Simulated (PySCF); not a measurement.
Ionisation energy of Pd⁺ ([Kr] 4d⁹ → [Kr] 4d⁸). PySCF, x2c-TZVPPall, spin-free X2C-1e, unrestricted single determinants, no spin-orbit coupling. Methods marked “valence” freeze 36 core electrons.

The results, method by method:

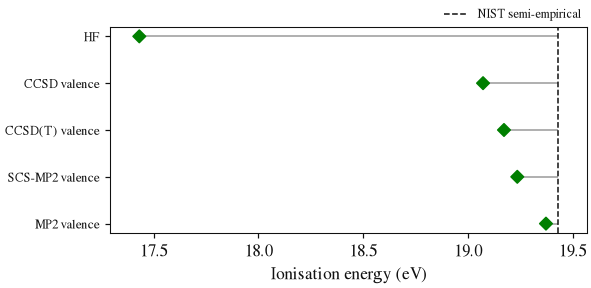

```json
{"Method": "HF", "Ionisation energy (eV)": "17.43"}
{"Method": "MP2 valence", "Ionisation energy (eV)": "19.37"}
{"Method": "SCS-MP2 valence", "Ionisation energy (eV)": "19.24"}
{"Method": "CCSD valence", "Ionisation energy (eV)": "19.07"}
{"Method": "CCSD(T) valence", "Ionisation energy (eV)": "19.17"}
```

The values run from 17.43 eV (HF) to 19.37 eV (MP2 valence). The NIST semi-empirical value is 19.43 ± 0.1 eV; nearest to it come MP2 valence (−0.06) and SCS-MP2 valence (−0.19), furthest HF (−2.00 eV).

Known limits: spin-orbit shift not estimated.
